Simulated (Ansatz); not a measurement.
## Run report: C₂H₈ClNSi, nudged elastic band (part 2 of 2)

Continued. System: C₂H₈ClNSi, SMILES CC(Cl)[SiH2]N. Method: RKS r2SCANh-D4/6-31G* (Ansatz 0.2.0). It belongs to a series of runs on one base structure; here: band between the two ends.

Geometry of the input (Å):
```
C  -1.6454  0.1197  -0.3381
C  -0.4197  -0.7318  -0.6157
Cl 0.2688  -0.2954  -2.2545
Si 0.9973  -0.4952  0.6347
N  1.6373  1.1003  0.6967
H  -1.3795  1.1792  -0.2717
H  -2.0871  -0.1850  0.6180
H  -2.4033  0.0049  -1.1187
H  -0.6974  -1.7873  -0.7028
H  2.0654  -1.4570  0.2683
H  0.4435  -0.7954  1.9843
H  2.0713  1.4971  -0.1253
H  1.1691  1.8109  1.2397
```

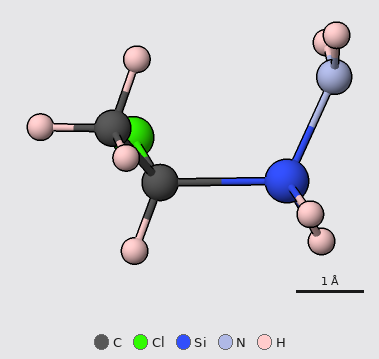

**Figure 1.** The structure as given in the input (ball-and-stick view, seen at a tilt).

```
Total energy: -24090.60453438 eV, -885.3133874402 hartree
Atom 0 at    -1.657223     0.105029    -0.359221 Å, force     0.008496    -0.014962     0.004378 eV/Å
Atom 1 at    -0.425041    -0.741719    -0.618205 Å, force    -0.009869    -0.003632    -0.005123 eV/Å
Atom 2 at     0.287415    -0.302936    -2.249485 Å, force    -0.003073    -0.003361     0.009651 eV/Å
Atom 3 at     0.980412    -0.483198     0.634633 Å, force     0.015176     0.002497    -0.004361 eV/Å
Atom 4 at     1.543474     1.133676     0.626335 Å, force     0.009215     0.011815    -0.013659 eV/Å
Atom 5 at    -1.391397     1.162827    -0.284118 Å, force     0.000317     0.013359     0.000642 eV/Å
Atom 6 at    -2.110985    -0.204004     0.590082 Å, force     0.001086     0.001462    -0.003270 eV/Å
Atom 7 at    -2.402758    -0.012720    -1.151138 Å, force    -0.001639     0.000809    -0.003729 eV/Å
Atom 8 at    -0.691938    -1.799410    -0.709569 Å, force     0.001632     0.002811     0.000560 eV/Å
Atom 9 at     2.030556    -1.482150     0.301429 Å, force    -0.005903     0.001062    -0.001105 eV/Å
Atom 10 at     0.449017    -0.737427     2.002386 Å, force    -0.005139    -0.002644     0.002754 eV/Å
Atom 11 at     1.972161     1.568474    -0.175894 Å, force    -0.003059    -0.006949    -0.000082 eV/Å
Atom 12 at     1.436809     1.758659     1.407565 Å, force    -0.007238    -0.002268     0.013345 eV/Å
Dipole moment:    -0.139498     0.201774     0.376868 e Å
this run last wrote the band of iteration 9 to [file]
```

The last band as extended XYZ (Å, eV, eV/Å)
```
13
Properties=species:S:1:pos:R:3:forces:R:3 image=0 energy=-24090.61281
C    -1.6454    0.1197   -0.3381    0.0001   0.0018  -0.0009
C    -0.4197   -0.7318   -0.6157    0.0010   0.0002   0.0008
Cl    0.2688   -0.2954   -2.2545   -0.0009  -0.0001   0.0033
Si    0.9973   -0.4952    0.6347    0.0027   0.0014  -0.0008
N     1.6373    1.1003    0.6967   -0.0020  -0.0051   0.0000
H    -1.3795    1.1792   -0.2717   -0.0004  -0.0007  -0.0008
H    -2.0871   -0.1850    0.6180   -0.0001   0.0002  -0.0003
H    -2.4033    0.0049   -1.1187    0.0005   0.0001   0.0003
H    -0.6974   -1.7873   -0.7028   -0.0003  -0.0002   0.0004
H     2.0654   -1.4570    0.2683    0.0003   0.0009   0.0000
H     0.4435   -0.7954    1.9843    0.0000  -0.0012  -0.0020
H     2.0713    1.4971   -0.1253    0.0004  -0.0010  -0.0015
H     1.1691    1.8109    1.2397   -0.0012   0.0036   0.0017
13
Properties=species:S:1:pos:R:3:forces:R:3 image=1 energy=-24090.61143
C    -1.6514    0.1137   -0.3448    0.0021  -0.0035   0.0043
C    -0.4195   -0.7305   -0.6148   -0.0001   0.0020  -0.0005
Cl    0.2796   -0.2853   -2.2481   -0.0002  -0.0008   0.0014
Si    0.9954   -0.4920    0.6371    0.0045   0.0003  -0.0029
N     1.6383    1.1013    0.6767    0.0016  -0.0117   0.0001
H    -1.3910    1.1738   -0.2708    0.0011   0.0038   0.0007
H    -2.0997   -0.1979    0.6060    0.0013   0.0020  -0.0001
H    -2.4018   -0.0020   -1.1326    0.0004   0.0012   0.0007
H    -0.6901   -1.7873   -0.7086   -0.0005   0.0005   0.0013
H     2.0458   -1.4787    0.2832    0.0002   0.0021  -0.0023
H     0.4465   -0.7656    1.9942   -0.0012  -0.0038   0.0005
H     2.0192    1.5207   -0.1598    0.0048  -0.0007   0.0050
H     1.2493    1.7949    1.2972   -0.0140   0.0086  -0.0081
13
Properties=species:S:1:pos:R:3:forces:R:3 image=2 energy=-24090.60767
C    -1.6555    0.1089   -0.3531    0.0018  -0.0087   0.0089
C    -0.4222   -0.7349   -0.6159   -0.0009  -0.0006  -0.0026
Cl    0.2838   -0.2924   -2.2480    0.0014  -0.0002   0.0011
Si    0.9898   -0.4876    0.6358    0.0096  -0.0066  -0.0060
N     1.6094    1.1112    0.6531    0.0161  -0.0152   0.0040
H    -1.3943    1.1683   -0.2785    0.0005   0.0094   0.0011
H    -2.1070   -0.2020    0.5966    0.0007   0.0030  -0.0009
H    -2.4025   -0.0090   -1.1436    0.0008   0.0016  -0.0004
H    -0.6895   -1.7926   -0.7089    0.0005   0.0043   0.0031
H     2.0334   -1.4873    0.2925   -0.0040   0.0006  -0.0039
H     0.4495   -0.7460    1.9993   -0.0028  -0.0041   0.0022
H     1.9831    1.5515   -0.1743    0.0018   0.0000  -0.0002
H     1.3423    1.7771    1.3599   -0.0254   0.0166  -0.0062
13
Properties=species:S:1:pos:R:3:forces:R:3 image=3 energy=-24090.60453
C    -1.6572    0.1050   -0.3592    0.0085  -0.0150   0.0044
C    -0.4250   -0.7417   -0.6182   -0.0099  -0.0036  -0.0051
Cl    0.2874   -0.3029   -2.2495   -0.0031  -0.0034   0.0097
Si    0.9804   -0.4832    0.6346    0.0152   0.0025  -0.0044
N     1.5435    1.1337    0.6263    0.0092   0.0118  -0.0137
H    -1.3914    1.1628   -0.2841    0.0003   0.0134   0.0006
H    -2.1110   -0.2040    0.5901    0.0011   0.0015  -0.0033
H    -2.4028   -0.0127   -1.1511   -0.0016   0.0008  -0.0037
H    -0.6919   -1.7994   -0.7096    0.0016   0.0028   0.0006
H     2.0306   -1.4822    0.3014   -0.0059   0.0011  -0.0011
H     0.4490   -0.7374    2.0024   -0.0051  -0.0026   0.0028
H     1.9722    1.5685   -0.1759   -0.0031  -0.0069  -0.0001
H     1.4368    1.7587    1.4076   -0.0072  -0.0023   0.0133
13
Properties=species:S:1:pos:R:3:forces:R:3 image=4 energy=-24090.60672
C    -1.6585    0.1021   -0.3638   -0.0060   0.0039   0.0002
C    -0.4265   -0.7449   -0.6199    0.0060  -0.0064   0.0001
Cl    0.2906   -0.3079   -2.2495   -0.0007  -0.0028   0.0028
Si    0.9730   -0.4769    0.6351   -0.0019  -0.0065   0.0028
N     1.4867    1.1576    0.6089   -0.0125   0.0322  -0.0149
H    -1.3914    1.1597   -0.2879   -0.0001   0.0010  -0.0008
H    -2.1139   -0.2062    0.5849    0.0007  -0.0008  -0.0031
H    -2.4027   -0.0161   -1.1571    0.0011  -0.0016  -0.0020
H    -0.6913   -1.8029   -0.7099    0.0002  -0.0014   0.0001
H     2.0313   -1.4724    0.3118   -0.0003   0.0038  -0.0001
H     0.4452   -0.7319    2.0044   -0.0033   0.0014   0.0006
H     1.9693    1.5693   -0.1748   -0.0042  -0.0047  -0.0018
H     1.5087    1.7357    1.4327    0.0211  -0.0181   0.0163
13
Properties=species:S:1:pos:R:3:forces:R:3 image=5 energy=-24090.61158
C    -1.6609    0.0996   -0.3669    0.0014  -0.0036  -0.0052
C    -0.4266   -0.7453   -0.6208   -0.0040   0.0032  -0.0046
Cl    0.2941   -0.3073   -2.2490   -0.0024  -0.0018   0.0066
Si    0.9663   -0.4698    0.6369    0.0112   0.0008   0.0040
N     1.4400    1.1812    0.6007   -0.0208   0.0125  -0.0099
H    -1.3949    1.1570   -0.2899   -0.0028   0.0030  -0.0014
H    -2.1169   -0.2099    0.5811   -0.0001  -0.0010  -0.0033
H    -2.4030   -0.0213   -1.1616   -0.0025  -0.0005  -0.0037
H    -0.6884   -1.8039   -0.7111    0.0040   0.0005   0.0025
H     2.0336   -1.4592    0.3190    0.0005   0.0049   0.0047
H     0.4432   -0.7295    2.0070   -0.0038   0.0022   0.0015
H     1.9484    1.5694   -0.1800   -0.0114  -0.0017  -0.0016
H     1.5857    1.7041    1.4496    0.0307  -0.0185   0.0106
13
Properties=species:S:1:pos:R:3:forces:R:3 image=6 energy=-24090.61561
C    -1.6640    0.0976   -0.3700   -0.0097   0.0054   0.0023
C    -0.4253   -0.7412   -0.6203    0.0059   0.0004  -0.0023
Cl    0.2984   -0.2986   -2.2456    0.0054   0.0015  -0.0028
Si    0.9622   -0.4648    0.6423   -0.0020  -0.0011   0.0032
N     1.4132    1.1957    0.6023   -0.0055   0.0054  -0.0035
H    -1.4039    1.1563   -0.2909   -0.0022  -0.0030  -0.0019
H    -2.1209   -0.2148    0.5766   -0.0021  -0.0006  -0.0021
H    -2.4035   -0.0272   -1.1667    0.0025  -0.0017  -0.0012
H    -0.6814   -1.8010   -0.7127    0.0017   0.0011   0.0023
H     2.0333   -1.4531    0.3292    0.0001   0.0030   0.0044
H     0.4401   -0.7290    2.0118   -0.0004   0.0006   0.0015
H     1.9062    1.5718   -0.1953   -0.0154   0.0004  -0.0018
H     1.6661    1.6732    1.4541    0.0217  -0.0115   0.0018
13
Properties=species:S:1:pos:R:3:forces:R:3 image=7 energy=-24090.61801
C    -1.6672    0.0963   -0.3714   -0.0018   0.0003   0.0038
C    -0.4224   -0.7349   -0.6192    0.0012   0.0058  -0.0021
Cl    0.3068   -0.2812   -2.2395    0.0045   0.0012  -0.0003
Si    0.9588   -0.4631    0.6509   -0.0012   0.0009   0.0016
N     1.4005    1.2016    0.6072   -0.0039  -0.0051   0.0021
H    -1.4141    1.1561   -0.2863   -0.0013  -0.0018  -0.0004
H    -2.1267   -0.2230    0.5716   -0.0017   0.0006  -0.0014
H    -2.4017   -0.0300   -1.1724    0.0021  -0.0013  -0.0015
H    -0.6731   -1.7952   -0.7186    0.0009  -0.0015   0.0013
H     2.0295   -1.4545    0.3438   -0.0006   0.0005   0.0006
H     0.4357   -0.7302    2.0194   -0.0013   0.0003   0.0013
H     1.8532    1.5742   -0.2163   -0.0082   0.0025  -0.0017
H     1.7411    1.6491    1.4455    0.0113  -0.0023  -0.0033
13
Properties=species:S:1:pos:R:3:forces:R:3 image=8 energy=-24090.61882
C    -1.6694    0.0947   -0.3725    0.0019  -0.0023   0.0010
C    -0.4184   -0.7280   -0.6176    0.0009   0.0035   0.0069
Cl    0.3186   -0.2607   -2.2307    0.0021   0.0003  -0.0030
Si    0.9554   -0.4626    0.6623   -0.0021   0.0084  -0.0074
N     1.3927    1.2043    0.6128   -0.0036  -0.0121   0.0021
H    -1.4238    1.1553   -0.2775    0.0001   0.0001  -0.0001
H    -2.1340   -0.2344    0.5645   -0.0009   0.0004   0.0000
H    -2.3968   -0.0305   -1.1803    0.0000   0.0001   0.0000
H    -0.6630   -1.7888   -0.7257   -0.0009  -0.0011  -0.0006
H     2.0243   -1.4583    0.3606    0.0004  -0.0014   0.0014
H     0.4278   -0.7320    2.0286    0.0006  -0.0007  -0.0001
H     1.7973    1.5748   -0.2368    0.0003   0.0008  -0.0026
H     1.8098    1.6314    1.4272    0.0012   0.0041   0.0024
```

Key numbers

- outcome: converged
- barrier, forward: 0.008 eV
- barrier, backward: 0.014 eV
- wall time: 4.4 min (CPU time 8.5 min)
- peak memory: 0.28 GiB

Remarks

The order of the saddle point was not checked.
